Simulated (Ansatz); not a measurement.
**H2S (triplet): from Hartree-Fock to the top rungs at distance H1–H2 along a hydrogen transfer = 0.974 Å, cc-pVTZ**

How much of the correlation energy of H2S (triplet) does each wave-function method recover here?

Method: cc-pVTZ, core rule «outside noble gas», up to 5 orbitals frozen; program: Ansatz 0.2.0, Gaussian basis.

To be run: UHF; CCSD(T) on ROHF; CCSD(T) on UHF; BCCD(T) on ROHF; CISD; CCSDT(Q) on ROHF; CCSDT(Q) on UHF; CASSCF and NEVPT2, 4 electrons in 4 orbitals; CASSCF and MRCISD+Q, 8 electrons in 6 orbitals; CASSCF and NEVPT2, 8 electrons in 6 orbitals.

5 further runs of the same task are left out: 4 that didn't finish, 1 set aside as unsound or not needed.

### Step 1. The geometry

The geometry derives from fragments relaxed apart (PBE0/def2-TZVP) and kept rigid, so it is no stationary point. A hydrogen atom is moved between rigid fragments.

3 atoms, charge 0, spin multiplicity 3.

Atoms are counted from 1 here; the program's logs count them from 0.

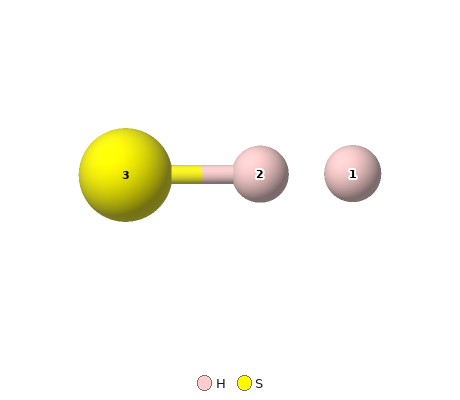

The structure; hydrogen pink, sulfur yellow; atoms are numbered from 1 in the order of the file.

In the tables R marks a restricted open-shell determinant and U an unrestricted one; 'pair' is the active space of 4 electrons in 4 orbitals; 'valence' is the active space of 8 electrons in 6 orbitals; energies count from the table's Hartree-Fock row.

### Step 2. UHF

Contents of in.yaml:

```yaml
crystal:
  periodic: [false, false, false]
  atoms:
    - {symbol: H, position_ang: [0.000000, 0.000000, -1.122000]}
    - {symbol: H, position_ang: [0.000000, 0.000000, -0.148000]}
    - {symbol: S, position_ang: [0.000000, 0.000000, 1.270000]}
basis:
  gaussian: {orbitals: cc-pVTZ}
magnetization: {spin_polarized: true, initial_magnetization: 2}
hamiltonian: {xc: hf}
output: {orbitals: {seedname: orbitals}}
```

Started as:

```sh
> ansatz run in.yaml --threads 1 --pin off --events-out ev --progress --plain --max-ram 2393MiB
```

Log:

```text
Functional definition: HF
  name "HF"
  cite "Fock, Z. Phys. 61, 126 (1930) doi:10.1007/BF01340294"
  parent pbe
  exchange = exact_x
  correlation = 0
479 factors; their error is unknown
mean field evaluation 1: about -10845.3238 eV, gradient 7.2e0 eV
mean field evaluation 2: about -10845.8354 eV, gradient 3.0e0 eV
mean field evaluation 4: about -10845.9895 eV, gradient 5.1e-1 eV
mean field evaluation 8: about -10846.0899 eV, gradient 1.8e-1 eV
mean field evaluation 16: about -10845.9288 eV, gradient 3.0e0 eV
mean field -10846.09025949 eV, -398.5864652921 hartree, gradient 1.1e-5 eV, S^2 2.040078; 0 other end points of the search recorded, 0 dependent functions left out
reference -10846.09025949 eV, -398.5864652921 hartree; 10, 8 occupied and 52, 54 virtual orbitals, 479 factors
Total energy: -10846.09025949 eV, -398.5864652921 hartree
```

Wall time 0.27 s (1 thread of Arm Neoverse V1, shared host).

From the report: ⟨S²⟩ of the determinant 2.040 (pure triplet: 2.00).

### Step 3. CCSD(T) on ROHF

Changes to in.yaml since step 2:

```diff
@@ -8,4 +8,3 @@
   gaussian: {orbitals: cc-pVTZ}
-magnetization: {spin_polarized: true, initial_magnetization: 2}
-hamiltonian: {xc: hf}
-output: {orbitals: {seedname: orbitals}}
+magnetization: {spin_polarized: false, initial_magnetization: 2}
+correlation: {method: ccsd_t, electrons: outside_noble_gas}
```

Same command.

Log, shortened:

```text
Functional definition: HF
  name "HF"
  cite "Fock, Z. Phys. 61, 126 (1930) doi:10.1007/BF01340294"
  parent pbe
[...]
345 factors; integrals over basis functions are off by at most 1.4e-3 eV
[...]
mean field -10845.74054823 eV, -398.5736136405 hartree, gradient 1.0e-6 eV, S^2 2.000000; 5 other end points of the search recorded, 0 dependent functions left out
determinant -10845.74054823 eV, -398.5736136405 hartree, with singles and doubles -10851.33582399 eV, -398.7792362322 hartree
determinant -10844.08340209 eV, -398.5127146429 hartree, with singles and doubles -10849.51784655 eV, -398.7124267933 hartree
5 core orbitals not correlated: weight in the atoms' cores, before any rotation towards them, 1.000 or more for the frozen orbitals, at most 0.000 for the correlated occupied ones
reference -10845.74054823 eV, -398.5736136405 hartree; 5, 3 occupied and 52, 54 virtual orbitals, 345 factors
second order -4.64780356 eV of doubles, -0.18810863 eV of singles
cycle   1  -5.53004921 eV  change   -2.5e-1 eV  update   1.3e-2
[...]
cycle   9  -5.54023545 eV  change   -2.7e-8 eV  update   2.1e-6
perturbative correction -0.20117879 eV, -0.0073931843 hartree
Total energy: -10851.48196247 eV, -398.7846067222 hartree
```

Wall time 2 s (1 thread of Arm Neoverse V1, shared host).

From the report: correlation -5.7414 eV; T1 0.028; largest double amplitude 0.06.

### Step 4. CCSD(T) on UHF

Changes to in.yaml since step 3:

```diff
@@ -8,3 +8,3 @@
   gaussian: {orbitals: cc-pVTZ}
-magnetization: {spin_polarized: false, initial_magnetization: 2}
+magnetization: {spin_polarized: true, initial_magnetization: 2}
 correlation: {method: ccsd_t, electrons: outside_noble_gas}
```

The command is unchanged.

Log, shortened:

```text
Functional definition: HF
  name "HF"
  cite "Fock, Z. Phys. 61, 126 (1930) doi:10.1007/BF01340294"
  parent pbe
[...]
345 factors; integrals over basis functions are off by at most 1.4e-3 eV
[...]
mean field -10846.09079966 eV, -398.5864851432 hartree, gradient 7.6e-6 eV, S^2 2.040078; 3 other end points of the search recorded, 0 dependent functions left out
determinant -10846.09079966 eV, -398.5864851432 hartree, with singles and doubles -10851.33192955 eV, -398.7790931138 hartree
determinant -10844.27186550 eV, -398.5196405455 hartree, with singles and doubles -10849.51949136 eV, -398.7124872389 hartree
5 core orbitals not correlated: weight in the atoms' cores, before any rotation towards them, 1.000 or more for the frozen orbitals, at most 0.000 for the correlated occupied ones
reference -10846.09079966 eV, -398.5864851432 hartree; 5, 3 occupied and 52, 54 virtual orbitals, 345 factors
second order -4.42930206 eV of doubles, -0.00000000 eV of singles
cycle   1  -5.18956044 eV  change   -2.7e-1 eV  update   1.3e-2
[...]
cycle   8  -5.19986400 eV  change    9.1e-7 eV  update   7.3e-6
perturbative correction -0.19056048 eV, -0.0070029683 hartree
Total energy: -10851.48122413 eV, -398.7845795887 hartree
```

Wall time 1.9 s (1 thread of Arm Neoverse V1, shared host).

From the report: ⟨S²⟩ of the determinant 2.040 (pure triplet: 2.00); correlation -5.3904 eV; T1 0.016; largest double amplitude 0.06.

### Step 5. BCCD(T) on ROHF

Changes to in.yaml since step 4:

```diff
@@ -8,3 +8,3 @@
   gaussian: {orbitals: cc-pVTZ}
-magnetization: {spin_polarized: true, initial_magnetization: 2}
-correlation: {method: ccsd_t, electrons: outside_noble_gas}
+magnetization: {spin_polarized: false, initial_magnetization: 2}
+correlation: {method: bccd_t, electrons: outside_noble_gas}
```

Launched as before.

Log, shortened:

```text
Functional definition: HF
  name "HF"
  cite "Fock, Z. Phys. 61, 126 (1930) doi:10.1007/BF01340294"
  parent pbe
[...]
345 factors; integrals over basis functions are off by at most 1.4e-3 eV
[...]
mean field -10845.74054823 eV, -398.5736136405 hartree, gradient 1.0e-6 eV, S^2 2.000000; 5 other end points of the search recorded, 0 dependent functions left out
determinant -10845.74054823 eV, -398.5736136405 hartree, with singles and doubles -10851.33582399 eV, -398.7792362322 hartree
determinant -10844.08340209 eV, -398.5127146429 hartree, with singles and doubles -10849.51784655 eV, -398.7124267933 hartree
5 core orbitals not correlated: weight in the atoms' cores, before any rotation towards them, 1.000 or more for the frozen orbitals, at most 0.000 for the correlated occupied ones
reference -10845.74054823 eV, -398.5736136405 hartree; 5, 3 occupied and 52, 54 virtual orbitals, 345 factors
second order -4.64780356 eV of doubles, -0.18810863 eV of singles
cycle   1  -5.54075996 eV  change   -2.6e-1 eV  update   1.4e-2
[...]
cycle   9  -5.54503778 eV  change   -5.7e-7 eV  update   5.0e-6
perturbative correction -0.19583242 eV, -0.0071967087 hartree
Total energy: -10851.48141843 eV, -398.7845867291 hartree
```

Wall time 2.6 s (1 thread of Arm Neoverse V1, shared host).

From the report: correlation -5.7409 eV; largest double amplitude 0.06.

### Step 6. CISD

Changes to in.yaml since step 5:

```diff
@@ -9,2 +9,2 @@
 magnetization: {spin_polarized: false, initial_magnetization: 2}
-correlation: {method: bccd_t, electrons: outside_noble_gas}
+correlation: {active_space: {ras: {orbitals: [3, 2, 52], electrons: 8, max_holes: 2, max_particles: 2}, fixed_orbitals: true}}
```

Same command.

Log:

```text
Functional definition: HF
  name "HF"
  cite "Fock, Z. Phys. 61, 126 (1930) doi:10.1007/BF01340294"
  parent pbe
  exchange = exact_x
  correlation = 0
345 factors; integrals over basis functions are off by at most 1.4e-3 eV
mean field evaluation 1: about -10845.3543 eV, gradient 7.3e0 eV
mean field evaluation 2: about -10845.3576 eV, gradient 7.3e0 eV
mean field evaluation 4: about -10845.7170 eV, gradient 9.1e-1 eV
mean field evaluation 8: about -10845.7405 eV, gradient 1.1e-2 eV
mean field evaluation 16: about -10845.7404 eV, gradient 1.2e-1 eV
mean field evaluation 32: about -10844.1877 eV, gradient 1.0e0 eV
mean field -10845.74054823 eV, -398.5736136405 hartree, gradient 1.0e-6 eV, S^2 2.000000; 5 other end points of the search recorded, 0 dependent functions left out
reference -10845.74054823 eV, -398.5736136405 hartree; 10, 8 occupied and 52, 54 virtual orbitals, 345 factors
state -10851.02679847 eV, -398.7678797536 hartree
Total energy: -10851.02679847 eV, -398.7678797536 hartree
```

Wall time 3.1 s (1 thread of Arm Neoverse V1, shared host).

From the report: 57,740 determinants.

### Step 7. CCSDT(Q) on ROHF

Changes to in.yaml since step 6:

```diff
@@ -9,2 +9,2 @@
 magnetization: {spin_polarized: false, initial_magnetization: 2}
-correlation: {active_space: {ras: {orbitals: [3, 2, 52], electrons: 8, max_holes: 2, max_particles: 2}, fixed_orbitals: true}}
+correlation: {method: ccsdt_q, electrons: outside_noble_gas}
```

Launched as before.

Log, shortened:

```text
Functional definition: HF
  name "HF"
  cite "Fock, Z. Phys. 61, 126 (1930) doi:10.1007/BF01340294"
  parent pbe
[...]
671 factors; integrals over basis functions are off by at most 2.5e-7 eV
[...]
mean field -10845.74054955 eV, -398.5736136892 hartree, gradient 1.3e-6 eV, S^2 2.000000; 5 other end points of the search recorded, 0 dependent functions left out
determinant -10845.74054955 eV, -398.5736136892 hartree, with singles and doubles -10851.33583882 eV, -398.7792367769 hartree
determinant -10844.08339790 eV, -398.5127144892 hartree, with singles and doubles -10849.51786041 eV, -398.7124273029 hartree
5 core orbitals not correlated: weight in the atoms' cores, before any rotation towards them, 1.000 or more for the frozen orbitals, at most 0.000 for the correlated occupied ones
reference -10845.74054955 eV, -398.5736136892 hartree; 5, 3 occupied and 52, 54 virtual orbitals, 671 factors
second order -4.64782372 eV of doubles, -0.18810866 eV of singles
cycle   1  -5.34257924 eV  change   -5.0e-1 eV  update   6.2e-2
[...]
cycle  14  -5.76498718 eV  change   -5.0e-7 eV  update   3.7e-7
perturbative correction -0.00767758 eV, -0.0002821458 hartree
Total energy: -10851.51321431 eV, -398.7857552062 hartree
```

Wall time 51 s (1 thread of Arm Neoverse V1, shared host); peak memory 0.6 GiB.

From the report: correlation -5.7727 eV; T1 0.028; largest double amplitude 0.06.

### Step 8. CCSDT(Q) on UHF

Changes to in.yaml since step 7:

```diff
@@ -8,3 +8,3 @@
   gaussian: {orbitals: cc-pVTZ}
-magnetization: {spin_polarized: false, initial_magnetization: 2}
+magnetization: {spin_polarized: true, initial_magnetization: 2}
 correlation: {method: ccsdt_q, electrons: outside_noble_gas}
```

Launched as before.

Log, shortened:

```text
Functional definition: HF
  name "HF"
  cite "Fock, Z. Phys. 61, 126 (1930) doi:10.1007/BF01340294"
  parent pbe
[...]
671 factors; integrals over basis functions are off by at most 2.5e-7 eV
[...]
mean field -10846.09080118 eV, -398.5864851989 hartree, gradient 9.0e-6 eV, S^2 2.040078; 3 other end points of the search recorded, 0 dependent functions left out
determinant -10846.09080118 eV, -398.5864851989 hartree, with singles and doubles -10851.33194437 eV, -398.7790936586 hartree
determinant -10844.27186189 eV, -398.5196404130 hartree, with singles and doubles -10849.51950457 eV, -398.7124877245 hartree
5 core orbitals not correlated: weight in the atoms' cores, before any rotation towards them, 1.000 or more for the frozen orbitals, at most 0.000 for the correlated occupied ones
reference -10846.09080118 eV, -398.5864851989 hartree; 5, 3 occupied and 52, 54 virtual orbitals, 671 factors
second order -4.42932089 eV of doubles, -0.00000000 eV of singles
cycle   1  -4.96973297 eV  change   -5.4e-1 eV  update   6.4e-2
[...]
cycle  16  -5.41630192 eV  change    1.6e-7 eV  update   1.0e-7
perturbative correction -0.00713787 eV, -0.0002623119 hartree
Total energy: -10851.51424097 eV, -398.7857929350 hartree
```

Run time: 48 s. Hardware: 1 thread of Arm Neoverse V1, shared host; peak memory 0.53 GiB.

From the report: ⟨S²⟩ of the determinant 2.040 (pure triplet: 2.00); correlation -5.4234 eV; T1 0.017; largest double amplitude 0.06.

### Step 9. CASSCF and NEVPT2, 4 electrons in 4 orbitals

Changes to in.yaml since step 8:

```diff
@@ -8,3 +8,3 @@
   gaussian: {orbitals: cc-pVTZ}
-magnetization: {spin_polarized: true, initial_magnetization: 2}
-correlation: {method: ccsdt_q, electrons: outside_noble_gas}
+magnetization: {spin_polarized: false, initial_magnetization: 2}
+correlation: {method: sc_nevpt2, electrons: outside_noble_gas, active_space: {window: {electrons: 4, orbitals: 4}}}
```

Same command.

Log:

```text
Functional definition: HF
  name "HF"
  cite "Fock, Z. Phys. 61, 126 (1930) doi:10.1007/BF01340294"
  parent pbe
  exchange = exact_x
  correlation = 0
345 factors; integrals over basis functions are off by at most 1.4e-3 eV
mean field evaluation 1: about -10845.3543 eV, gradient 7.3e0 eV
mean field evaluation 2: about -10845.3576 eV, gradient 7.3e0 eV
mean field evaluation 4: about -10845.7170 eV, gradient 9.1e-1 eV
mean field evaluation 8: about -10845.7405 eV, gradient 1.1e-2 eV
mean field evaluation 16: about -10845.7404 eV, gradient 1.2e-1 eV
mean field evaluation 32: about -10844.1877 eV, gradient 1.0e0 eV
mean field -10845.74054823 eV, -398.5736136405 hartree, gradient 1.0e-6 eV, S^2 2.000000; 5 other end points of the search recorded, 0 dependent functions left out
reference -10845.74054823 eV, -398.5736136405 hartree; 10, 8 occupied and 52, 54 virtual orbitals, 345 factors
state -10846.41831253 eV, -398.5985210191 hartree
state -10846.41831253 eV, -398.5985210191 hartree; corrected -10850.60253201 eV, -398.7522882487 hartree
Total energy: -10850.60253201 eV, -398.7522882487 hartree
```

Run time: 1.9 s. Hardware: 1 thread of Arm Neoverse V1, shared host.

From the report: 18 determinants; active occupations 1.97, 1.00, 1.00, 0.03.

### Step 10. CASSCF and MRCISD+Q, 8 electrons in 6 orbitals

Changes to in.yaml since step 9:

```diff
@@ -9,2 +9,2 @@
 magnetization: {spin_polarized: false, initial_magnetization: 2}
-correlation: {method: sc_nevpt2, electrons: outside_noble_gas, active_space: {window: {electrons: 4, orbitals: 4}}}
+correlation: {method: fic_mrcisd_q, electrons: outside_noble_gas, active_space: {window: {electrons: 8, orbitals: 6}, shells: [{species: H, l: s, shell: 1}, {species: S, l: s, shell: 3}, {species: S, l: p, shell: 3}]}}
```

The command is unchanged.

Log, shortened:

```text
Functional definition: HF
  name "HF"
  cite "Fock, Z. Phys. 61, 126 (1930) doi:10.1007/BF01340294"
  parent pbe
[...]
671 factors; integrals over basis functions are off by at most 2.5e-7 eV
[...]
mean field -10845.74054955 eV, -398.5736136892 hartree, gradient 1.3e-6 eV, S^2 2.000000; 5 other end points of the search recorded, 0 dependent functions left out
reference -10845.74054955 eV, -398.5736136892 hartree; 10, 8 occupied and 52, 54 virtual orbitals, 671 factors
state -10846.49876179 eV, -398.6014774748 hartree
contracted CI cycle   1: correlation 0.00000000 eV, 0.0000000000 hartree, residual 1.87e1 eV
contracted CI cycle   2: correlation -4.43472465 eV, -0.1629731249 hartree, residual 3.41e0 eV
contracted CI cycle   3: correlation -4.59989867 eV, -0.1690431583 hartree, residual 7.39e-1 eV
contracted CI cycle   4: correlation -4.60716162 eV, -0.1693100665 hartree, residual 1.69e-1 eV
contracted CI cycle   5: correlation -4.60755037 eV, -0.1693243530 hartree, residual 4.31e-2 eV
contracted CI cycle   6: correlation -4.60757485 eV, -0.1693252525 hartree, residual 1.03e-2 eV
contracted CI cycle   7: correlation -4.60757605 eV, -0.1693252967 hartree, residual 2.45e-3 eV
contracted CI cycle   8: correlation -4.60757612 eV, -0.1693252992 hartree, residual 6.09e-4 eV
state -10846.49876179 eV, -398.6014774748 hartree; corrected -10851.46110483 eV, -398.7838402179 hartree
Total energy: -10851.46110483 eV, -398.7838402179 hartree
Checks for a lower state left out: starts, orbital_swaps
```

It took 2 s on 1 thread of Arm Neoverse V1, shared host.

From the report: 56 determinants; active occupations 2.00, 2.00, 1.97, 1.00, 1.00, 0.03.

### Step 11. CASSCF and NEVPT2, 8 electrons in 6 orbitals

Contents of in.yaml:

```yaml
crystal:
  periodic: [false, false, false]
  atoms:
    - {symbol: H, position_ang: [0.000000, 0.000000, -1.122000]}
    - {symbol: H, position_ang: [0.000000, 0.000000, -0.148000]}
    - {symbol: S, position_ang: [0.000000, 0.000000, 1.270000]}
basis:
  gaussian: {orbitals: cc-pVTZ}
magnetization: {spin_polarized: false, initial_magnetization: 2}
correlation: {method: sc_nevpt2, electrons: outside_noble_gas, active_space: {window: {electrons: 8, orbitals: 6}, shells: [{species: H, l: s, shell: 1}, {species: S, l: s, shell: 3}, {species: S, l: p, shell: 3}]}}
```

Launched as before.

Log:

```text
Functional definition: HF
  name "HF"
  cite "Fock, Z. Phys. 61, 126 (1930) doi:10.1007/BF01340294"
  parent pbe
  exchange = exact_x
  correlation = 0
671 factors; integrals over basis functions are off by at most 2.5e-7 eV
mean field evaluation 1: about -10845.3544 eV, gradient 7.3e0 eV
mean field evaluation 2: about -10845.3575 eV, gradient 7.3e0 eV
mean field evaluation 4: about -10845.7170 eV, gradient 9.1e-1 eV
mean field evaluation 8: about -10845.7405 eV, gradient 1.1e-2 eV
mean field evaluation 16: about -10845.7404 eV, gradient 1.2e-1 eV
mean field evaluation 32: about -10844.1877 eV, gradient 1.0e0 eV
mean field -10845.74054955 eV, -398.5736136892 hartree, gradient 1.3e-6 eV, S^2 2.000000; 5 other end points of the search recorded, 0 dependent functions left out
reference -10845.74054955 eV, -398.5736136892 hartree; 10, 8 occupied and 52, 54 virtual orbitals, 671 factors
state -10846.49876179 eV, -398.6014774748 hartree
state -10846.49876179 eV, -398.6014774748 hartree; corrected -10850.33915554 eV, -398.7426093420 hartree
Total energy: -10850.33915554 eV, -398.7426093420 hartree
Checks for a lower state left out: starts, orbital_swaps
```

Wall time 1.2 s (1 thread of Arm Neoverse V1, shared host).

From the report: 56 determinants; active occupations 2.00, 2.00, 1.97, 1.00, 1.00, 0.03.

### Step 12. Natural occupations

Natural occupations of the CASSCF valence state about the gap (report; correlated orbitals 1 to 6): 2.000, 1.997, 1.967, 1.001, 1.000, 0.035. The count of effectively unpaired electrons, Σ n²(2 − n)², is 2.01; a single determinant of this spin has 2.

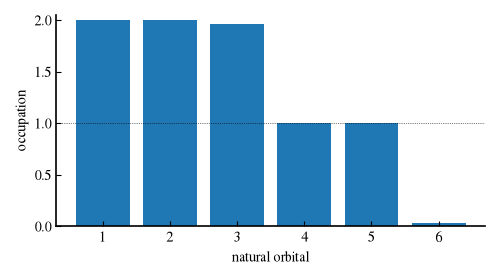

Natural occupations of the CASSCF valence state.

### Step 13. Misses and costs

The yardstick is UCCSDT(Q), where the cluster series has nearly closed. Rows without a time come out of other runs: HF, MP2 and CCSD of CCSD(T), CCSDT of CCSDT(Q), CASSCF and MRCISD of the multireference runs.

| method | energy from the lowest RHF (meV) | from UCCSDT(Q) (meV) | time |
| --- | --- | --- | --- |
| RHF | 0.0 | +5773.7 |  |
| UHF | -350.3 | +5423.4 |  |
| RMP2 | -4835.9 | +937.8 |  |
| UMP2 | -4779.6 | +994.1 |  |
| CISD | -5286.3 | +487.4 | 3.1 s |
| RCCSD | -5540.2 | +233.5 |  |
| UCCSD | -5550.1 | +223.6 |  |
| RCCSD(T) | -5741.4 | +32.3 | 2 s |
| UCCSD(T) | -5740.7 | +33.0 | 1.9 s |
| BCCD(T) | -5740.9 | +32.8 | 2.6 s |
| RCCSDT | -5765.0 | +8.7 |  |
| UCCSDT | -5766.6 | +7.1 |  |
| RCCSDT(Q) | -5772.7 | +1.0 | 51 s |
| UCCSDT(Q) | -5773.7 | 0 | 48 s |
| CASSCF pair | -677.8 | +5095.9 |  |
| NEVPT2 pair | -4862.0 | +911.7 | 1.9 s |
| CASSCF valence | -758.2 | +5015.5 |  |
| NEVPT2 valence | -4598.6 | +1175.1 | 1.2 s |
| MRCISD valence | -5365.8 | +407.9 |  |
| MRCISD+Q valence | -5720.6 | +53.1 | 2 s |

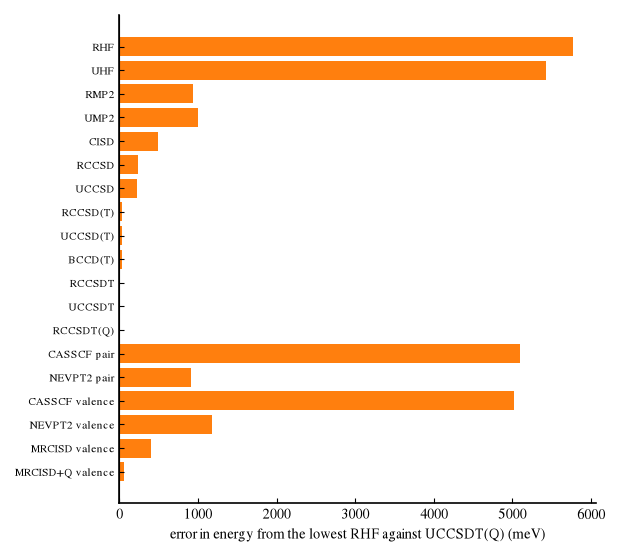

How far each level lands from UCCSDT(Q).

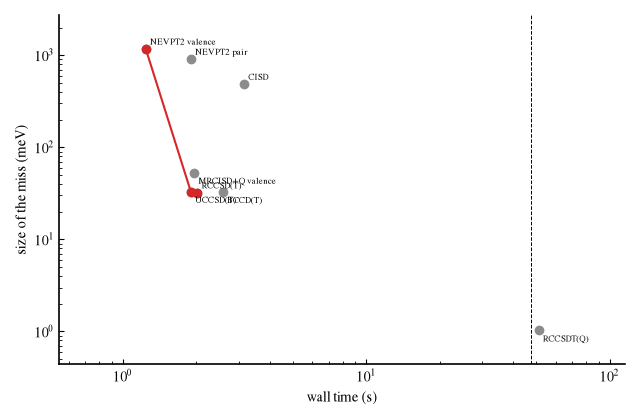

Miss against cost. Red marks the levels that no quicker level drawn beats (of those quicker than the yardstick), and the dashed line is the time of UCCSDT(Q). Times are from a shared host.

### Step 14. What came out

| quantity | value |
| --- | --- |
| UCCSDT(Q) below the RHF energy | -5.7737 eV |
| RMP2 from UCCSDT(Q) | +937.8 meV |
| UMP2 from UCCSDT(Q) | +994.1 meV |
| RCCSD from UCCSDT(Q) | +233.5 meV |
| RCCSD(T) from UCCSDT(Q) | +32.3 meV |
| UCCSD(T) from UCCSDT(Q) | +33.0 meV |
| RCCSDT(Q) from UCCSDT(Q) | +1.0 meV |
| NEVPT2 pair from UCCSDT(Q) | +911.7 meV |
| NEVPT2 valence from UCCSDT(Q) | +1175.1 meV |
| MRCISD+Q valence from UCCSDT(Q) | +53.1 meV |
| levels within 1 kcal/mol (43 meV) | RCCSD(T), UCCSD(T), BCCD(T), RCCSDT, UCCSDT, RCCSDT(Q) |
| T1 diagnostic | 0.028 |
| effectively unpaired electrons | 2.01 |

RCCSD(T) misses by +32.3 meV, 0.6 % of the correlation energy. One determinant dominates. Of the multireference levels listed MRCISD+Q valence comes nearest in total energy (+53.1 meV), which doesn't show that its space is the better one. These misses are within one basis, not against nature; the frozen cores of restricted and unrestricted runs differ, which can shift their rows.

RCCSD(T) reaches 32.3 meV from the reference in 2 s, where UCCSDT(Q) took 48 s; the quickest level in the cost chart, NEVPT2 valence, takes 1.2 s and misses by 1175.1 meV.
